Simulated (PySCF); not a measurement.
# H8NOPSi2: NMR shifts at several levels of theory

How much do the NMR shifts of H8NOPSi2 (`N[Si@@](O)([SiH3])P`) depend on the level of theory, and what does each level cost?

Programs: PySCF 2.14.0, with density-fitted response routines of our own. Each step states its level of theory. These are calculated values for one molecule in the gas phase, unless marked as measured. Atoms are numbered from 0 throughout.

## Step 1: The starting structure

13 atoms, charge 0, multiplicity 1; geometry from: GFN2-xTB. The atoms were then displaced at random by about 0.01 Å, so the start is not that level's minimum.

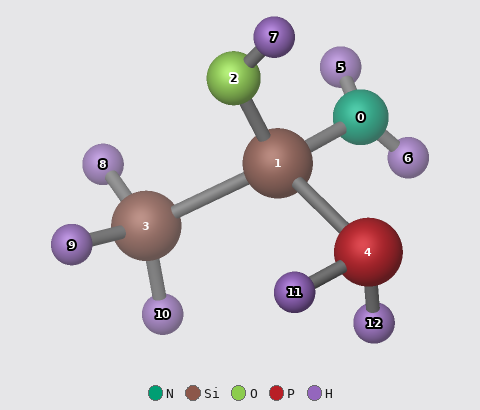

As it starts; nitrogen teal, silicon brown, oxygen green, phosphorus red, hydrogen purple, atoms numbered.

## Step 2: Optimising the geometry at PBE0-D3(BJ)/def2-SVP

The job: settings as JSON, then the geometry in Å.

```
{"job": {"xc": "PBE0", "basis": "def2-SVP", "d3": "d3bj", "grid": 1, "shake": 0.01, "kind": "geom"}, "charge": 0, "multiplicity": 1}
N      0.389320     1.541830    -1.099260
Si     0.283970     0.335380     0.119820
O      0.399730     1.092730     1.555720
Si    -1.666840    -0.818040     0.426440
P      2.185110    -0.818130    -0.322240
H     -0.326380     2.305230    -1.105670
H      0.588760     1.295330    -2.050080
H      1.171290     1.679720     1.746060
H     -2.860180     0.085780     0.475850
H     -1.737190    -1.609030     1.675660
H     -1.952430    -1.769920    -0.660240
H      1.913990    -1.819160     0.598990
H      1.616660    -1.518590    -1.371390
```

Launch:

```console
> OMP_NUM_THREADS=1 python probes_run.py task.json out
```

This one command runs all jobs of the session in turn.

Standard output:

```text
step   0  E = -1054.28666954  max force = 0.032931
step   1  E = -1054.29463651  max force = 0.003478
step   2  E = -1054.29504935  max force = 0.002526
step   3  E = -1054.29546708  max force = 0.001647
step   4  E = -1054.29563996  max force = 0.001659
step   5  E = -1054.29584015  max force = 0.002150
step   6  E = -1054.29597756  max force = 0.001688
step   7  E = -1054.29610953  max force = 0.000894
step   8  E = -1054.29622166  max force = 0.001074
step   9  E = -1054.29636337  max force = 0.002011
step  10  E = -1054.29655596  max force = 0.002858
step  11  E = -1054.29670348  max force = 0.001916
step  12  E = -1054.29687980  max force = 0.001218
step  13  E = -1054.29698563  max force = 0.001333
step  14  E = -1054.29712867  max force = 0.001843
step  15  E = -1054.29719400  max force = 0.001720
step  16  E = -1054.29725516  max force = 0.001003
step  17  E = -1054.29728861  max force = 0.000531
step  18  E = -1054.29730759  max force = 0.000852
step  19  E = -1054.29732911  max force = 0.000856
step  20  E = -1054.29733592  max force = 0.000515
step  21  E = -1054.29734260  max force = 0.000281
optimisation converged
```

Run time: 3.8 min. Hardware: 1 thread of Arm Neoverse N1, shared host; peak memory 0.52 GiB.

Relaxation path:

| step | energy from step 0 (eV) | largest force component (eV/Å) |
| --- | --- | --- |
| 0 | 0.0000 | 1.6934 |
| 1 | -0.2168 | 0.1788 |
| 2 | -0.2280 | 0.1299 |
| 3 | -0.2394 | 0.0847 |
| 4 | -0.2441 | 0.0853 |
| 5 | -0.2495 | 0.1106 |
| 6 | -0.2533 | 0.0868 |
| 7 | -0.2569 | 0.0460 |
| 8 | -0.2599 | 0.0552 |
| 9 | -0.2638 | 0.1034 |
| 10 | -0.2690 | 0.1470 |
| 11 | -0.2730 | 0.0985 |
| 12 | -0.2778 | 0.0626 |
| 13 | -0.2807 | 0.0685 |
| 14 | -0.2846 | 0.0948 |
| 15 | -0.2864 | 0.0884 |
| 16 | -0.2880 | 0.0516 |
| 17 | -0.2890 | 0.0273 |
| 18 | -0.2895 | 0.0438 |
| 19 | -0.2901 | 0.0440 |
| 20 | -0.2902 | 0.0265 |
| 21 | -0.2904 | 0.0144 |

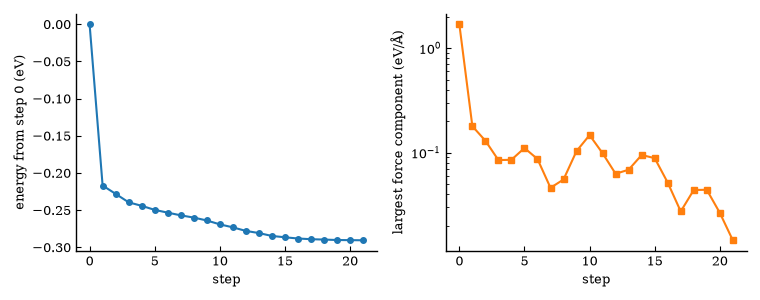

Energy and force, step by step.

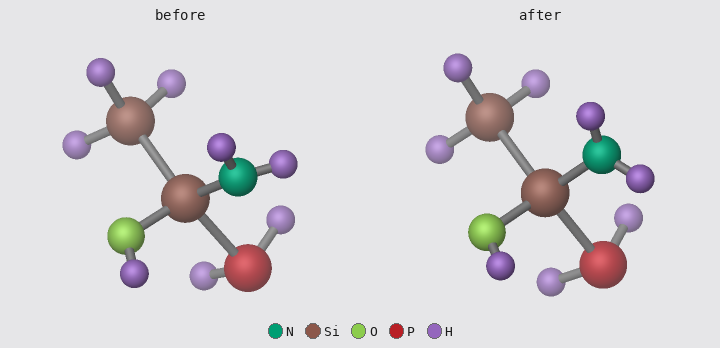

The geometry before (left) and after (right).

Distances of close pairs at the start and the end, largest changes first:

| bond | before (Å) | after (Å) | change (Å) |
| --- | --- | --- | --- |
| Si1–O2 | 1.628 | 1.676 | +0.049 |
| Si1–Si3 | 2.287 | 2.333 | +0.046 |
| P4–H12 | 1.384 | 1.428 | +0.044 |
| P4–H11 | 1.387 | 1.427 | +0.040 |
| N0–H5 | 1.046 | 1.014 | -0.033 |
| O2–H7 | 0.988 | 0.963 | -0.025 |
| Si3–H10 | 1.473 | 1.497 | +0.024 |
| Si3–H9 | 1.480 | 1.495 | +0.015 |

The final coordinates are the input of the step that follows.

| at the end point | value |
| --- | --- |
| point group (found at 0.08 Å tolerance) | C1 |
| rotational constants (GHz, main isotopes) | 2.607, 1.563, 1.389 |
| dipole moment (D) | 2.06 |

## Step 3: Shielding tensors: PBE0/pcSseg-1

The job: settings as JSON, then the geometry in Å.

```
{"job": {"kind": "nmr", "xc": "PBE0", "basis": "pcSseg-1", "pop": false}, "charge": 0, "multiplicity": 1}
N      0.105583     1.330038    -1.347724
Si     0.268295     0.408469     0.099557
O      0.428106     1.273649     1.526578
Si    -1.651208    -0.874924     0.435715
P      2.168574    -0.780740    -0.238371
H     -0.721364     1.886624    -1.532784
H      0.916972     1.692339    -1.836597
H      1.176783     1.876822     1.581195
H     -2.880569    -0.023033     0.519183
H     -1.533661    -1.668398     1.697670
H     -1.819491    -1.827054    -0.706899
H      1.990407    -1.595837     0.919888
H      1.556739    -1.714905    -1.128204
```

Method: GIAO PBE0/pcSseg-1 NMR shielding, non-relativistic, gas phase.

Standard output:

```text
coarse grid: 11984 points
cycle   1  E = -1054.4842446975  dE =  1.880e-01  |g| = 7.767e-01  |ddm| = 3.180e+00
cycle   2  E = -1054.3302598221  dE =  1.540e-01  |g| = 1.188e+00  |ddm| = 1.739e+00
cycle   3  E = -1054.5942093355  dE = -2.639e-01  |g| = 1.056e-01  |ddm| = 1.263e+00
cycle   4  E = -1054.5960693814  dE = -1.860e-03  |g| = 5.350e-02  |ddm| = 1.346e-01
cycle   5  E = -1054.5966343146  dE = -5.649e-04  |g| = 9.427e-03  |ddm| = 4.591e-02
cycle   6  E = -1054.5966553725  dE = -2.106e-05  |g| = 2.706e-03  |ddm| = 1.495e-02
cycle   7  E = -1054.5966569370  dE = -1.565e-06  |g| = 4.037e-04  |ddm| = 4.126e-03
final grid: 100960 points
cycle   8  E = -1054.6310670650  dE = -1.411e-05  |g| = 7.654e-03  |ddm| = 1.788e-02
cycle   9  E = -1054.6310506164  dE =  1.645e-05  |g| = 1.194e-02  |ddm| = 1.452e-02
cycle  10  E = -1054.6310782387  dE = -2.762e-05  |g| = 6.381e-04  |ddm| = 9.129e-03
cycle  11  E = -1054.6310783178  dE = -7.913e-08  |g| = 2.152e-04  |ddm| = 9.113e-04
cycle  12  E = -1054.6310783273  dE = -9.502e-09  |g| = 6.406e-05  |ddm| = 2.718e-04
cycle  13  E = -1054.6310783281  dE = -7.753e-10  |g| = 1.533e-05  |ddm| = 6.684e-05
converged SCF energy = -1054.6310783281

GIAO shielding tensors (ppm)
atom      isotropic    diamagn.    paramagn.     s11        s22        s33       span
  0 N      217.454     320.076    -102.622    193.141    208.048    251.175     58.034
  1 Si     349.770     879.411    -529.641    331.563    334.203    383.544     51.982
  2 O      244.224     389.635    -145.411    210.337    247.544    274.791     64.454
  3 Si     457.503     880.747    -423.244    445.185    458.236    469.089     23.904
  4 P      571.024     968.433    -397.410    504.395    588.053    620.623    116.228
  5 H       30.025      31.294      -1.269     23.225     25.901     40.948     17.722
  6 H       29.951      31.032      -1.081     23.263     26.847     39.745     16.482
  7 H       29.851      30.969      -1.118     23.003     25.150     41.400     18.397
  8 H       27.673      29.137      -1.465     24.363     25.469     33.186      8.824
  9 H       27.755      29.267      -1.512     24.555     25.894     32.817      8.261
 10 H       27.973      29.537      -1.565     24.851     26.306     32.761      7.910
 11 H       29.540      30.477      -0.938     25.053     26.859     36.706     11.653
 12 H       29.501      30.747      -1.246     24.906     26.974     36.622     11.716
```

Run time: 23 s. Hardware: 1 thread of Arm Neoverse N1, shared host; peak memory 0.84 GiB.

Shifts follow as δ = σ(reference) − σ, with reference shieldings (ppm) from runs at the same level and on the same kind of geometry: 1H TMS 31.27, 29Si TMS 352.0, 15N NH3 265.7, 17O H2O 334.6, 31P H3PO4 310.1. The references are single molecules in the gas phase, so shifts against H2O, NH3, PH3, H3PO4 or CFCl3 are not on the usual liquid scales and can be off by tens of ppm. Atoms listed in one row are averaged.

| atoms | environment | σ (ppm) | δ (ppm) |
| --- | --- | --- | --- |
| H8, H9, H10 | hydrogen on a silicon bonded to Si | 27.80 | 3.47 |
| H11, H12 | hydrogen on a phosphorus bonded to Si | 29.52 | 1.75 |
| H7 | hydrogen on an oxygen bonded to Si | 29.85 | 1.42 |
| H5, H6 | hydrogen on a nitrogen bonded to Si | 29.99 | 1.28 |
| N0 | nitrogen bonded to Si, 2 H | 217.5 | 48.2 |
| Si1 | silicon bonded to N, O, P, Si | 349.8 | 2.2 |
| Si3 | silicon bonded to Si, 3 H | 457.5 | -105.5 |
| O2 | oxygen bonded to Si, H | 244.2 | 90.3 |
| P4 | phosphorus bonded to Si, 2 H | 571.0 | -260.9 |

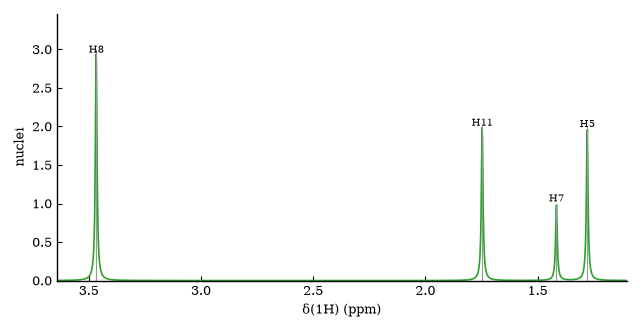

1H lines at the computed shifts, without couplings. Lines are broadened to a width of 0.01 ppm (Lorentzian).

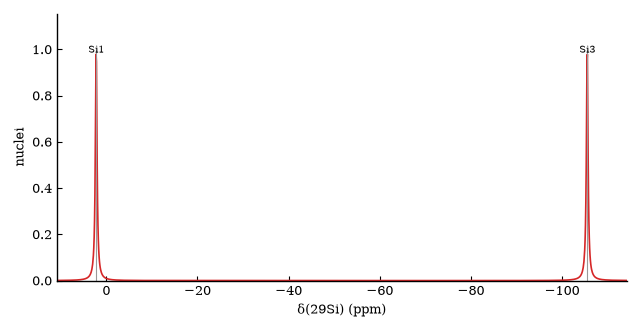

29Si lines at the computed shifts, without couplings. Lines are broadened to a width of 0.43 ppm (Lorentzian).

## Step 4: Shielding tensors: mPW1PW91/pcSseg-1

Settings changed since step 3:

```diff
@@ -1,2 +1,2 @@
-{"job": {"kind": "nmr", "xc": "PBE0", "basis": "pcSseg-1", "pop": false}, "charge": 0, "multiplicity": 1}
+{"job": {"kind": "nmr", "xc": "mPW1PW91", "basis": "pcSseg-1", "pop": false}, "charge": 0, "multiplicity": 1}
 N      0.105583     1.330038    -1.347724
```

Level: GIAO mPW1PW91/pcSseg-1 NMR shielding, non-relativistic, gas phase.

Standard output:

```text
coarse grid: 11984 points
cycle   1  E = -1055.0075153466  dE =  1.899e-01  |g| = 7.920e-01  |ddm| = 3.179e+00
cycle   2  E = -1054.8470704675  dE =  1.604e-01  |g| = 1.211e+00  |ddm| = 1.756e+00
cycle   3  E = -1055.1218340289  dE = -2.748e-01  |g| = 1.072e-01  |ddm| = 1.276e+00
cycle   4  E = -1055.1237594780  dE = -1.925e-03  |g| = 5.460e-02  |ddm| = 1.368e-01
cycle   5  E = -1055.1243471708  dE = -5.877e-04  |g| = 9.613e-03  |ddm| = 4.642e-02
cycle   6  E = -1055.1243693423  dE = -2.217e-05  |g| = 2.723e-03  |ddm| = 1.534e-02
cycle   7  E = -1055.1243709107  dE = -1.568e-06  |g| = 4.247e-04  |ddm| = 4.124e-03
final grid: 100960 points
cycle   8  E = -1055.1573729464  dE = -1.560e-05  |g| = 5.287e-03  |ddm| = 1.587e-02
cycle   9  E = -1055.1573655098  dE =  7.437e-06  |g| = 8.112e-03  |ddm| = 1.001e-02
cycle  10  E = -1055.1573784522  dE = -1.294e-05  |g| = 4.872e-04  |ddm| = 6.158e-03
cycle  11  E = -1055.1573784980  dE = -4.577e-08  |g| = 1.738e-04  |ddm| = 6.846e-04
cycle  12  E = -1055.1573785036  dE = -5.635e-09  |g| = 6.305e-05  |ddm| = 2.128e-04
cycle  13  E = -1055.1573785044  dE = -7.715e-10  |g| = 8.895e-06  |ddm| = 6.113e-05
converged SCF energy = -1055.1573785044

GIAO shielding tensors (ppm)
atom      isotropic    diamagn.    paramagn.     s11        s22        s33       span
  0 N      217.047     320.218    -103.171    193.177    207.481    250.484     57.307
  1 Si     348.798     879.596    -530.798    331.064    332.720    382.609     51.545
  2 O      244.827     389.813    -144.986    211.223    248.472    274.785     63.562
  3 Si     454.101     880.795    -426.694    442.002    454.696    465.605     23.603
  4 P      567.096     968.593    -401.498    500.559    583.112    617.616    117.056
  5 H       30.088      31.340      -1.252     23.294     25.998     40.972     17.678
  6 H       30.015      31.067      -1.053     23.322     26.950     39.772     16.450
  7 H       29.912      30.995      -1.083     23.055     25.219     41.460     18.405
  8 H       27.746      29.206      -1.460     24.456     25.558     33.224      8.768
  9 H       27.825      29.338      -1.513     24.640     25.975     32.860      8.220
 10 H       28.039      29.614      -1.575     24.931     26.383     32.804      7.873
 11 H       29.607      30.568      -0.961     25.143     26.939     36.739     11.596
 12 H       29.572      30.843      -1.271     25.003     27.056     36.657     11.654
```

Wall time 22 s (1 thread of Arm Neoverse N1, shared host); peak memory 0.8 GiB.

Key values: δ N0 47.1, Si1 2.0, Si3 -103.3, O2 88.5, H8 3.45, H11 1.73 ppm (means over like atoms).

## Step 5: Nuclear shieldings: WP04/pcSseg-1

Settings changed since step 4:

```diff
@@ -1,2 +1,2 @@
-{"job": {"kind": "nmr", "xc": "mPW1PW91", "basis": "pcSseg-1", "pop": false}, "charge": 0, "multiplicity": 1}
+{"job": {"kind": "nmr", "xc": "WP04", "basis": "pcSseg-1", "pop": false}, "charge": 0, "multiplicity": 1}
 N      0.105583     1.330038    -1.347724
```

Method: GIAO WP04/pcSseg-1 NMR shielding, non-relativistic, gas phase.

Standard output:

```text
coarse grid: 11984 points
cycle   1  E = -1067.7746647653  dE =  2.465e-01  |g| = 1.201e+00  |ddm| = 3.263e+00
cycle   2  E = -1067.1987285360  dE =  5.759e-01  |g| = 2.027e+00  |ddm| = 2.927e+00
cycle   3  E = -1068.0174044618  dE = -8.187e-01  |g| = 2.469e-01  |ddm| = 2.412e+00
cycle   4  E = -1068.0271532999  dE = -9.749e-03  |g| = 1.346e-01  |ddm| = 3.320e-01
cycle   5  E = -1068.0306252156  dE = -3.472e-03  |g| = 3.057e-02  |ddm| = 1.104e-01
cycle   6  E = -1068.0308328138  dE = -2.076e-04  |g| = 6.160e-03  |ddm| = 4.242e-02
cycle   7  E = -1068.0308412664  dE = -8.453e-06  |g| = 1.606e-03  |ddm| = 9.458e-03
final grid: 100960 points
cycle   8  E = -1068.0735653550  dE = -2.076e-05  |g| = 6.682e-03  |ddm| = 1.768e-02
cycle   9  E = -1068.0735482981  dE =  1.706e-05  |g| = 1.134e-02  |ddm| = 1.240e-02
cycle  10  E = -1068.0735738567  dE = -2.556e-05  |g| = 8.116e-04  |ddm| = 8.223e-03
cycle  11  E = -1068.0735739618  dE = -1.050e-07  |g| = 2.849e-04  |ddm| = 9.411e-04
cycle  12  E = -1068.0735739761  dE = -1.436e-08  |g| = 7.603e-05  |ddm| = 2.733e-04
cycle  13  E = -1068.0735739772  dE = -1.062e-09  |g| = 1.694e-05  |ddm| = 8.959e-05
cycle  14  E = -1068.0735739773  dE = -8.504e-11  |g| = 3.123e-06  |ddm| = 2.852e-05
converged SCF energy = -1068.0735739773

GIAO shielding tensors (ppm)
atom      isotropic    diamagn.    paramagn.     s11        s22        s33       span
  0 N      210.039     322.094    -112.055    189.675    198.499    241.942     52.266
  1 Si     340.157     882.634    -542.477    316.436    330.754    373.281     56.845
  2 O      246.725     392.418    -145.693    214.552    258.151    267.473     52.920
  3 Si     426.627     882.820    -456.192    414.613    425.199    440.070     25.457
  4 P      517.332     971.382    -454.050    456.561    528.340    567.095    110.534
  5 H       30.405      31.777      -1.372     23.798     26.759     40.657     16.859
  6 H       30.356      31.351      -0.995     23.773     27.737     39.559     15.787
  7 H       30.166      31.259      -1.093     23.380     25.606     41.512     18.133
  8 H       28.488      30.117      -1.629     25.450     26.469     33.544      8.094
  9 H       28.554      30.343      -1.789     25.617     26.832     33.214      7.596
 10 H       28.749      30.758      -2.009     25.882     27.212     33.154      7.272
 11 H       30.176      31.545      -1.368     26.082     27.745     36.702     10.620
 12 H       30.156      31.960      -1.803     25.951     27.877     36.641     10.690
```

Run time: 23 s. Hardware: 1 thread of Arm Neoverse N1, shared host; peak memory 0.85 GiB.

In short: δ N0 36.9, Si1 -1.5, Si3 -87.9, O2 70.8, H8 2.97, H7 1.40 ppm (means over like atoms).

## Step 6: Shielding tensors: B97-2/pcSseg-1

Settings changed since step 5:

```diff
@@ -1,2 +1,2 @@
-{"job": {"kind": "nmr", "xc": "WP04", "basis": "pcSseg-1", "pop": false}, "charge": 0, "multiplicity": 1}
+{"job": {"kind": "nmr", "xc": "B97-2", "basis": "pcSseg-1", "pop": false}, "charge": 0, "multiplicity": 1}
 N      0.105583     1.330038    -1.347724
```

With the program's defaults for keys left out, this is: GIAO B97-2/pcSseg-1 NMR shielding, non-relativistic, gas phase.

Standard output:

```text
coarse grid: 11984 points
cycle   1  E = -1054.9992370948  dE =  1.894e-01  |g| = 8.036e-01  |ddm| = 3.188e+00
cycle   2  E = -1054.8123267597  dE =  1.869e-01  |g| = 1.265e+00  |ddm| = 1.881e+00
cycle   3  E = -1055.1181666650  dE = -3.058e-01  |g| = 1.146e-01  |ddm| = 1.396e+00
cycle   4  E = -1055.1204862654  dE = -2.320e-03  |g| = 5.839e-02  |ddm| = 1.541e-01
cycle   5  E = -1055.1211627589  dE = -6.765e-04  |g| = 1.086e-02  |ddm| = 5.076e-02
cycle   6  E = -1055.1211923617  dE = -2.960e-05  |g| = 2.857e-03  |ddm| = 1.776e-02
cycle   7  E = -1055.1211940897  dE = -1.728e-06  |g| = 5.372e-04  |ddm| = 4.380e-03
final grid: 100960 points
cycle   8  E = -1055.1507552583  dE = -3.412e-05  |g| = 4.963e-03  |ddm| = 1.794e-02
cycle   9  E = -1055.1507532354  dE =  2.023e-06  |g| = 5.207e-03  |ddm| = 6.681e-03
cycle  10  E = -1055.1507573691  dE = -4.134e-06  |g| = 1.568e-03  |ddm| = 5.037e-03
cycle  11  E = -1055.1507577926  dE = -4.235e-07  |g| = 1.563e-04  |ddm| = 1.268e-03
cycle  12  E = -1055.1507577976  dE = -5.045e-09  |g| = 5.150e-05  |ddm| = 2.123e-04
cycle  13  E = -1055.1507577982  dE = -5.205e-10  |g| = 2.019e-05  |ddm| = 5.953e-05
converged SCF energy = -1055.1507577982

GIAO shielding tensors (ppm)
atom      isotropic    diamagn.    paramagn.     s11        s22        s33       span
  0 N      217.946     320.186    -102.240    195.278    207.654    250.906     55.628
  1 Si     356.761     879.726    -522.965    339.683    341.037    389.563     49.879
  2 O      246.337     389.886    -143.548    213.782    250.340    274.890     61.107
  3 Si     458.777     880.877    -422.100    446.979    459.329    470.024     23.044
  4 P      568.255     968.783    -400.528    503.157    583.159    618.449    115.292
  5 H       30.175      31.430      -1.255     23.409     26.121     40.994     17.585
  6 H       30.104      31.146      -1.042     23.432     27.077     39.803     16.371
  7 H       30.006      31.083      -1.076     23.183     25.326     41.510     18.326
  8 H       27.850      29.366      -1.515     24.598     25.681     33.272      8.675
  9 H       27.929      29.506      -1.576     24.782     26.100     32.906      8.124
 10 H       28.140      29.791      -1.651     25.069     26.504     32.847      7.777
 11 H       29.679      30.672      -0.993     25.263     27.042     36.732     11.469
 12 H       29.636      30.957      -1.322     25.105     27.155     36.647     11.541
```

It took 23 s on 1 thread of Arm Neoverse N1, shared host; peak memory 0.8 GiB.

This run: δ N0 45.0, Si1 0.6, Si3 -101.4, O2 85.3, H8 3.40, H11 1.72 ppm (means over like atoms).

## Step 7: Shielding tensors: BHandHLYP/pcSseg-1

Settings changed since step 6:

```diff
@@ -1,2 +1,2 @@
-{"job": {"kind": "nmr", "xc": "B97-2", "basis": "pcSseg-1", "pop": false}, "charge": 0, "multiplicity": 1}
+{"job": {"kind": "nmr", "xc": "BHandHLYP", "basis": "pcSseg-1", "pop": false}, "charge": 0, "multiplicity": 1}
 N      0.105583     1.330038    -1.347724
```

With the program's defaults for keys left out, this is: GIAO BHandHLYP/pcSseg-1 NMR shielding, non-relativistic, gas phase.

Standard output:

```text
coarse grid: 11984 points
cycle   1  E = -1054.9467718875  dE =  1.528e-01  |g| = 7.106e-01  |ddm| = 3.136e+00
cycle   2  E = -1054.9286934212  dE =  1.808e-02  |g| = 8.107e-01  |ddm| = 1.156e+00
cycle   3  E = -1055.0458848304  dE = -1.172e-01  |g| = 6.162e-02  |ddm| = 6.946e-01
cycle   4  E = -1055.0464974982  dE = -6.127e-04  |g| = 3.376e-02  |ddm| = 7.469e-02
cycle   5  E = -1055.0467319596  dE = -2.345e-04  |g| = 6.430e-03  |ddm| = 2.965e-02
cycle   6  E = -1055.0467416628  dE = -9.703e-06  |g| = 1.400e-03  |ddm| = 7.579e-03
final grid: 100960 points
cycle   7  E = -1055.0687793726  dE = -6.523e-06  |g| = 2.856e-03  |ddm| = 8.769e-03
cycle   8  E = -1055.0687793544  dE =  1.818e-08  |g| = 2.965e-03  |ddm| = 4.585e-03
cycle   9  E = -1055.0687811680  dE = -1.814e-06  |g| = 2.183e-04  |ddm| = 2.204e-03
cycle  10  E = -1055.0687811782  dE = -1.018e-08  |g| = 1.021e-04  |ddm| = 3.061e-04
cycle  11  E = -1055.0687811806  dE = -2.414e-09  |g| = 3.660e-05  |ddm| = 1.385e-04
cycle  12  E = -1055.0687811809  dE = -2.460e-10  |g| = 7.068e-06  |ddm| = 3.114e-05
converged SCF energy = -1055.0687811809

GIAO shielding tensors (ppm)
atom      isotropic    diamagn.    paramagn.     s11        s22        s33       span
  0 N      222.262     320.604     -98.343    200.439    210.876    255.470     55.031
  1 Si     356.810     878.389    -521.579    337.348    343.829    389.253     51.905
  2 O      255.052     390.742    -135.690    222.424    262.481    280.252     57.828
  3 Si     458.138     879.570    -421.432    446.638    457.928    469.847     23.209
  4 P      567.952     968.023    -400.071    502.716    579.659    621.481    118.765
  5 H       30.269      31.424      -1.155     23.288     26.104     41.416     18.128
  6 H       30.203      31.152      -0.949     23.305     27.080     40.223     16.918
  7 H       30.002      30.978      -0.976     22.853     25.122     42.032     19.179
  8 H       28.009      29.385      -1.376     24.745     25.834     33.450      8.705
  9 H       28.067      29.532      -1.465     24.888     26.206     33.106      8.218
 10 H       28.277      29.829      -1.552     25.173     26.612     33.046      7.874
 11 H       29.850      30.913      -1.062     25.384     27.138     37.028     11.644
 12 H       29.844      31.213      -1.369     25.296     27.300     36.936     11.639
```

Wall time 22 s (1 thread of Arm Neoverse N1, shared host); peak memory 0.85 GiB.

In short: δ N0 42.8, Si1 1.6, Si3 -99.7, O2 79.7, H8 3.33, H11 1.60 ppm (means over like atoms).

[end of part 1 of 2]
